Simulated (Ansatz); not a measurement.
**Geometry relaxation, with input and output: SiH4O**

- system: SiH4O
- method: RKS PBE/def2-SVP (Ansatz 0.2.0)

It belongs to a series of runs on one base structure; here: end point A relaxed.

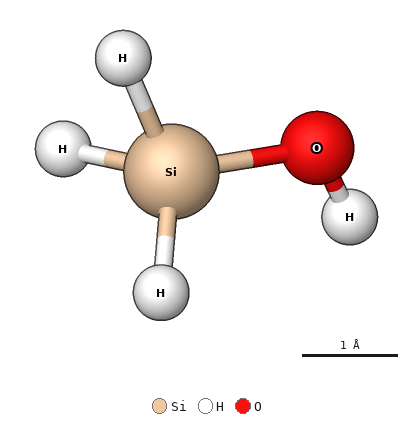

*The structure as given in the input (ball-and-stick view, seen at a tilt).*

Bond lengths as drawn: H–O 0.97 Å, H–Si 1.46 to 1.50 Å and O–Si 1.68 Å.

**Summary**

- outcome: converged
- total energy: −9979.7431 eV
- mean-field energy: −9979.7431 eV
- largest force (length of the vector) at the end: 0.010 eV/Å
- hardware: 1 thread of Arm Neoverse V2, 24 GiB of memory available, shared host
- wall time: 5.5 s
- peak memory: 0.086 GiB

**Input**
```yaml
crystal:
  periodic: [false, false, false]
  atoms:
    - { symbol: Si, position_ang: [0.11683, -0.034272, 0.063658] }
    - { symbol: H, position_ang: [0.391312, 0.036297, 1.495207] }
    - { symbol: H, position_ang: [1.565404, 0.087343, -0.020728] }
    - { symbol: O, position_ang: [-0.652641, 1.278782, -0.644696] }
    - { symbol: H, position_ang: [-1.616401, 1.304897, -0.519115] }
    - { symbol: H, position_ang: [-0.450505, -1.353448, -0.375426] }
basis:
  gaussian: { orbitals: def2-SVP }
hamiltonian:
  xc: pbe
relax:
  f_tol: 0.03
  max_steps: 50
output:
  orbitals: {}
```

Launched with:
```bash
ansatz run input.yaml --threads 1 --pin off --max-ram 2048MiB --backend cpu --events-out ev --progress --plain --runs-dir out
```

**Log**
```
The last accepted step is kept in [file] (removed where the run ends without a failure and the disk answers)
Engine: ansatz 0.2.0, aarch64-unknown-linux-gnu
Functional definition: PBE
  parameter kappa = 0.804
  parameter beta = 0.06672455060314922
  exchange = pbe_x(kappa = kappa, mu = beta*pi^2/3)
  correlation = pbe_c(beta = beta)
571 factors; their error is unknown
mean field evaluation 1: about -9974.4889 eV, gradient 5.1e1 eV
mean field evaluation 2: about -9950.9119 eV, gradient 1.2e2 eV
mean field evaluation 4: about -9979.2802 eV, gradient 2.9e0 eV
mean field evaluation 8: about -9979.3126 eV, gradient 2.4e-2 eV
mean field evaluation 16: about -9979.2749 eV, gradient 1.4e-5 eV
mean field -9979.27489314 eV, -366.7315881273 hartree, gradient 1.4e-5 eV, S^2 0.000000; 0 other end points of the search recorded, 0 dependent functions left out
the calculation of the forces begins
reference -9979.27492110 eV, -366.7315891551 hartree; 13, 13 occupied and 39, 39 virtual orbitals, 571 factors
relax step   1: F+E_penalty+E_count = -9979.27489314 eV  Δ(F+E_penalty+E_count) = +0.000e0 eV  max|allowed force component| = 1.369e0 eV/Å  Δτ_max = 0.0000 Å  (23 SCF iters, accepted)
these checks for a lower state are left out or cut short: starts, cluster_reference, orbital_swaps, neighbouring_geometries, increment
571 factors; their error is unknown
mean field -9979.68472321 eV, -366.7466491048 hartree, gradient 1.4e-5 eV, S^2 0.000000; 0 other end points of the search recorded, 0 dependent functions left out
the calculation of the forces begins
reference -9979.68475132 eV, -366.7466501379 hartree; 13, 13 occupied and 39, 39 virtual orbitals, 571 factors
relax step   2: F+E_penalty+E_count = -9979.68472321 eV  Δ(F+E_penalty+E_count) = -4.098e-1 eV  max|allowed force component| = 4.245e-1 eV/Å  Δτ_max = 0.1972 Å  (24 SCF iters, accepted)
these checks for a lower state are left out or cut short: starts, cluster_reference, orbital_swaps, neighbouring_geometries, increment
571 factors; their error is unknown
mean field -9979.73954730 eV, -366.7486638528 hartree, gradient 1.2e-5 eV, S^2 0.000000; 0 other end points of the search recorded, 0 dependent functions left out
the calculation of the forces begins
reference -9979.73957544 eV, -366.7486648870 hartree; 13, 13 occupied and 39, 39 virtual orbitals, 571 factors
relax step   3: F+E_penalty+E_count = -9979.73954730 eV  Δ(F+E_penalty+E_count) = -5.482e-2 eV  max|allowed force component| = 1.397e-1 eV/Å  Δτ_max = 0.0985 Å  (24 SCF iters, accepted)
these checks for a lower state are left out or cut short: starts, cluster_reference, orbital_swaps, neighbouring_geometries, increment
571 factors; their error is unknown
mean field evaluation 32: about -9979.7771 eV, gradient 2.6e-2 eV
mean field -9979.73992589 eV, -366.7486777656 hartree, gradient 1.2e-5 eV, S^2 0.000000; 0 other end points of the search recorded, 0 dependent functions left out
the calculation of the forces begins
reference -9979.73995388 eV, -366.7486787946 hartree; 13, 13 occupied and 39, 39 virtual orbitals, 571 factors
relax step   4: F+E_penalty+E_count = -9979.73992589 eV  Δ(F+E_penalty+E_count) = -3.786e-4 eV  max|allowed force component| = 1.709e-1 eV/Å  Δτ_max = 0.0528 Å  (25 SCF iters, accepted)
these checks for a lower state are left out or cut short: starts, cluster_reference, orbital_swaps, neighbouring_geometries, increment
571 factors; their error is unknown
mean field -9979.74303386 eV, -366.7487919815 hartree, gradient 1.1e-5 eV, S^2 0.000000; 0 other end points of the search recorded, 0 dependent functions left out
the calculation of the forces begins
reference -9979.74306194 eV, -366.7487930136 hartree; 13, 13 occupied and 39, 39 virtual orbitals, 571 factors
relax step   5: F+E_penalty+E_count = -9979.74303386 eV  Δ(F+E_penalty+E_count) = -3.108e-3 eV  max|allowed force component| = 3.013e-2 eV/Å  Δτ_max = 0.0332 Å  (25 SCF iters, accepted)
these checks for a lower state are left out or cut short: starts, cluster_reference, orbital_swaps, neighbouring_geometries, increment
571 factors; their error is unknown
mean field -9979.74306892 eV, -366.7487932700 hartree, gradient 1.1e-5 eV, S^2 0.000000; 0 other end points of the search recorded, 0 dependent functions left out
the calculation of the forces begins
reference -9979.74309700 eV, -366.7487943019 hartree; 13, 13 occupied and 39, 39 virtual orbitals, 571 factors
relax step   6: F+E_penalty+E_count = -9979.74306892 eV  Δ(F+E_penalty+E_count) = -3.506e-5 eV  max|allowed force component| = 1.011e-2 eV/Å  Δτ_max = 0.0049 Å  (25 SCF iters, accepted)
571 factors; their error is unknown
mean field evaluation 64: about -9979.7431 eV, gradient 6.9e-4 eV
```

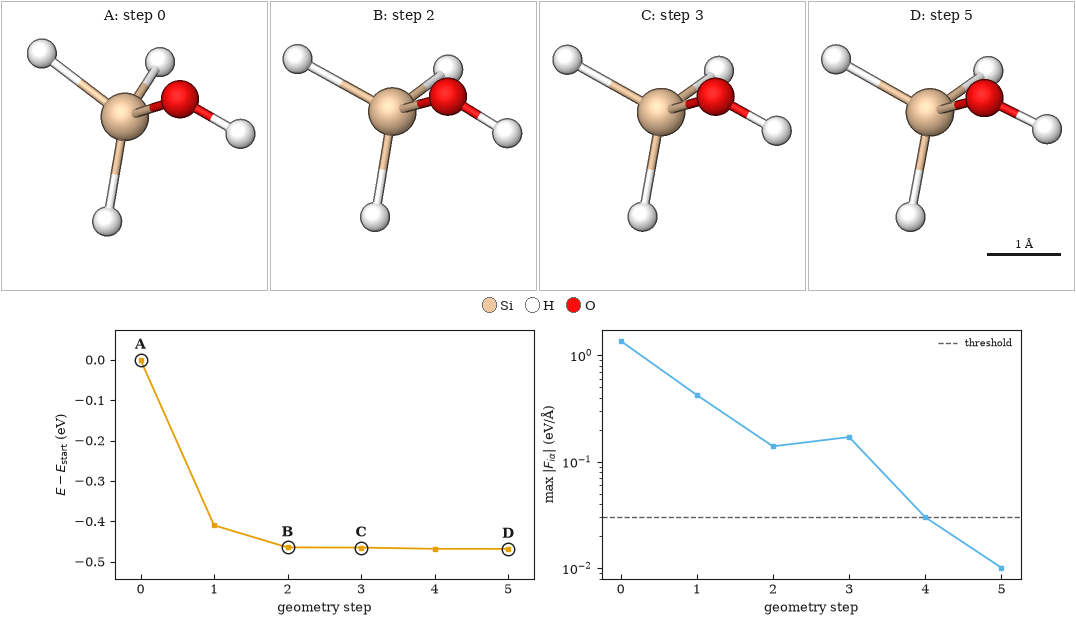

*Frames of the relaxation (ball-and-stick view, seen at a tilt) above the curves, on which the letters mark them (the first geometry is step 0 here and step 1 in the log).*

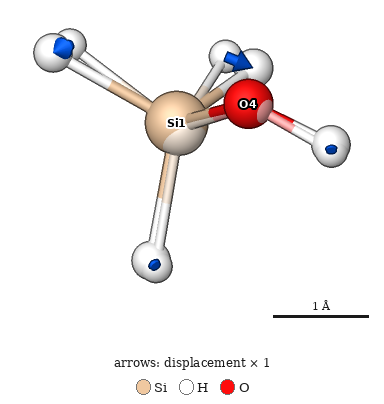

*Start (faint) and end (solid) with the displacements as blue arrows, at true length (ball-and-stick view, seen at a tilt). The two geometries are laid on each other by the best rigid fit.*

After 5 geometry steps the energy has fallen by 0.468 eV. The largest force component goes from 1.4 to 0.01 eV/Å. H2 moves most after the best rigid fit: 0.32 Å. Largest moves by element: H 0.32 Å, Si 0.08 Å, O 0.05 Å. Distances before and after: Si1–H2 1.459 → 1.510 Å, Si1–H3 1.456 → 1.498 Å, Si1–H6 1.502 → 1.510 Å. Among the angles that change: H2–Si1–H3 82.3° → 109.4°, H3–Si1–H6 115.6° → 109.4°, H2–Si1–H6 113.6° → 107.5°. (Atoms are counted from 1 in the order of the input.)

```
mean field -9979.74306892 eV, -366.7487932700 hartree, gradient 1.1e-5 eV, S^2 0.000000; 1 other end points of the search recorded, 0 dependent functions left out
the calculation of the forces begins
reference -9979.74309700 eV, -366.7487943019 hartree; 13, 13 occupied and 39, 39 virtual orbitals, 571 factors
Total energy: -9979.74309700 eV, -366.7487943019 hartree
Atom 0 at     0.181992    -0.023583     0.108202 Å, force     0.010114    -0.000205    -0.001480 eV/Å
Atom 1 at     0.093015     0.037184     1.613938 Å, force    -0.001389     0.000570     0.000004 eV/Å
Atom 2 at     1.616460     0.089192    -0.309529 Å, force    -0.003908    -0.001228     0.001843 eV/Å
Atom 3 at    -0.610659     1.261749    -0.634075 Å, force    -0.004865     0.001358     0.000034 eV/Å
Atom 4 at    -1.564746     1.318136    -0.453761 Å, force     0.001473     0.000227    -0.000090 eV/Å
Atom 5 at    -0.362063    -1.363081    -0.325875 Å, force    -0.001425    -0.000722    -0.000312 eV/Å
Dipole moment:    -0.260440    -0.060748     0.104025 e Å
```

**Trajectory as extended XYZ (Å, eV, eV/Å), 6 frames, from step=1 to step=6**
```
6
Properties=species:S:1:pos:R:3:forces:R:3 step=1 energy=-9979.27489
Si    0.1168   -0.0343    0.0637    0.1198   0.0030   0.0119
H     0.3913    0.0363    1.4952   -1.0680  -0.0451   1.3539
H     1.5654    0.0873   -0.0207    0.9402   0.0347  -1.3686
O    -0.6526    1.2788   -0.6447    0.0186  -0.0059   0.0004
H    -1.6164    1.3049   -0.5191   -0.0201   0.0094   0.0011
H    -0.4505   -1.3534   -0.3754    0.0095   0.0039   0.0012
6
Properties=species:S:1:pos:R:3:forces:R:3 step=2 energy=-9979.68472
Si    0.1623   -0.0169    0.0988    0.3028  -0.0320   0.1985
H     0.2269    0.0257    1.6036   -0.4123   0.0089   0.1016
H     1.6275    0.0805   -0.2040   -0.0638   0.0219  -0.4245
O    -0.6356    1.2699   -0.6334    0.0649   0.0569   0.0735
H    -1.6007    1.2883   -0.5089    0.0495  -0.0232   0.0013
H    -0.4264   -1.3279   -0.3571    0.0588  -0.0324   0.0497
6
Properties=species:S:1:pos:R:3:forces:R:3 step=3 energy=-9979.73955
Si    0.1839   -0.0135    0.1167    0.1019  -0.0421   0.0772
H     0.1332    0.0233    1.6314   -0.0426   0.0146  -0.1094
H     1.6269    0.0829   -0.3025   -0.1397   0.0099  -0.0098
O    -0.6130    1.2778   -0.6086    0.0063   0.0495   0.0087
H    -1.5806    1.2816   -0.5052    0.0404  -0.0071   0.0135
H    -0.3965   -1.3324   -0.3328    0.0337  -0.0250   0.0197
6
Properties=species:S:1:pos:R:3:forces:R:3 step=4 energy=-9979.73993
Si    0.1818   -0.0194    0.1104   -0.0170   0.1383  -0.1007
H     0.0975    0.0375    1.6116   -0.0151   0.0058   0.0785
H     1.6107    0.0859   -0.3083    0.0964  -0.0056  -0.0193
O    -0.6031    1.2797   -0.6308    0.0592  -0.1709   0.0952
H    -1.5594    1.2849   -0.4570   -0.0921   0.0842  -0.0322
H    -0.3734   -1.3490   -0.3269   -0.0315  -0.0519  -0.0215
6
Properties=species:S:1:pos:R:3:forces:R:3 step=5 energy=-9979.74303
Si    0.1827   -0.0234    0.1091   -0.0301   0.0087  -0.0019
H     0.0957    0.0356    1.6151   -0.0017   0.0015  -0.0013
H     1.6154    0.0891   -0.3097    0.0190   0.0015  -0.0054
O    -0.6106    1.2633   -0.6316    0.0109  -0.0095   0.0031
H    -1.5661    1.3174   -0.4584    0.0014  -0.0051   0.0053
H    -0.3631   -1.3623   -0.3255    0.0006   0.0029   0.0001
6
Properties=species:S:1:pos:R:3:forces:R:3 step=6 energy=-9979.74307
Si    0.1820   -0.0236    0.1082    0.0101  -0.0002  -0.0015
H     0.0930    0.0372    1.6139   -0.0014   0.0006   0.0000
H     1.6165    0.0892   -0.3095   -0.0039  -0.0012   0.0018
O    -0.6107    1.2617   -0.6341   -0.0049   0.0014   0.0000
H    -1.5647    1.3181   -0.4538    0.0015   0.0002  -0.0001
H    -0.3621   -1.3631   -0.3259   -0.0014  -0.0007  -0.0003
```

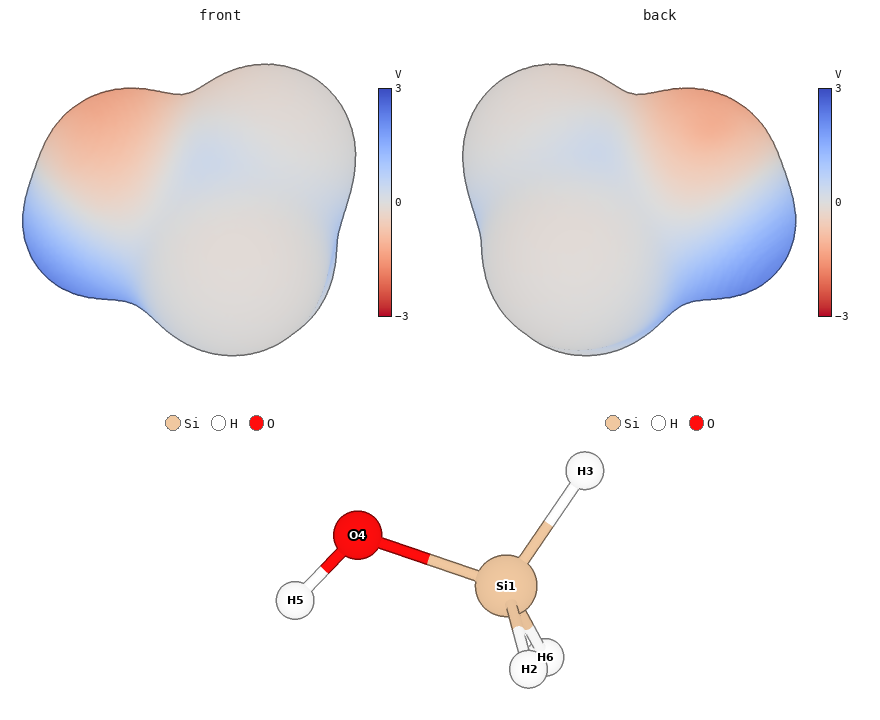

*The electrostatic potential painted on the density surface at 0.001 e/bohr³, seen face on and from behind; red is negative and blue positive. The bare structure is drawn below in the same view.*

A positive charge is drawn to the negative regions and a negative charge to the positive ones.

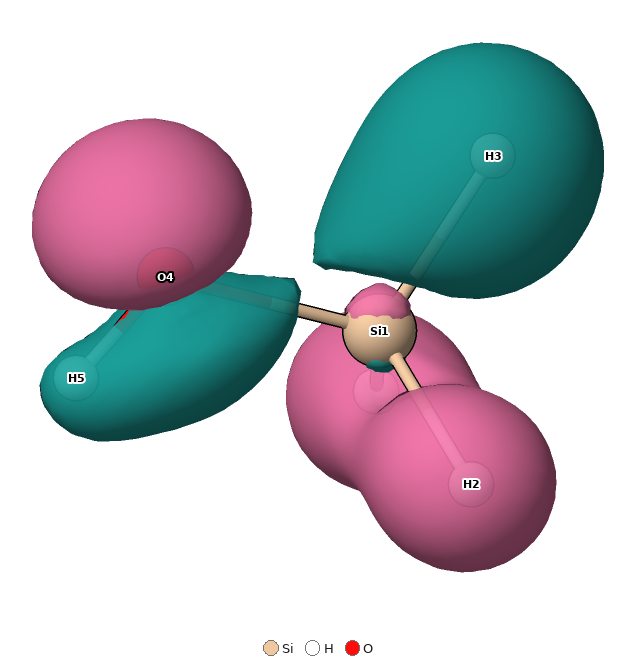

*One frontier orbital at ±0.15 Å⁻³ᐟ² (teal and pink are the two phases), seen at a tilt.*

The HOMO−1, at −7.71 eV. It lies mainly on O4 (35 %), Si1 (25 %), H3 (20 %), H2 (10 %) and H6 (10 %).
